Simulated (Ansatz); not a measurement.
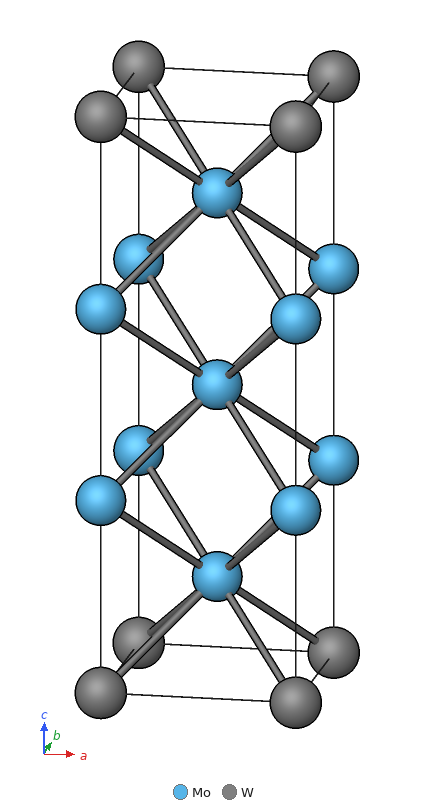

Shown here is a ball-and-stick view of the crystal, taken slightly off an axis. The conventional unit cell is drawn as a box.

Mo$_{5}$W, space group P4/mmm (No. 123), a = 3.164 Å, b = 3.164 Å, c = 9.495 Å, α = 90.00°, β = 90.00°, γ = 90.00°. Starting structure: a structure type filled with these elements by a generator (whether the compound takes this form wasn't checked). Earlier steps of the study, as a rule a relaxation of our own, may have changed the cell and positions, so they can lie some per cent off the listed ones. An electronic-structure calculation with Ansatz was run on it.

This one geometry was computed with Ansatz (DFT, plane waves, PAW) at three levels of theory: LDA, PBE and r2SCAN.

> Which level gives the highest pressure at this volume, and what does that say about its equilibrium volume?

Highest: PBE (0.0 GPa), which points to the largest equilibrium volume. Lowest, with the smallest volume: LDA (-12.8 GPa). Levels within 0.5 GPa of each other can't be told apart.

> How does the band gap change with the level of theory?

All levels give a metal.

> Collect the results in a table.

| level | cutoff (eV) | k-mesh of the run's cell | gap (eV) | pressure (GPa) |
| --- | --- | --- | --- | --- |
| LDA | 420 | 12×12×4 | metal | -12.8 |
| PBE | 420 | 12×12×4 | metal | 0.0 |
| r2SCAN | 500 | 12×12×4 | metal | -2.9 |

Gaps are taken on the k-mesh or band path of each run.
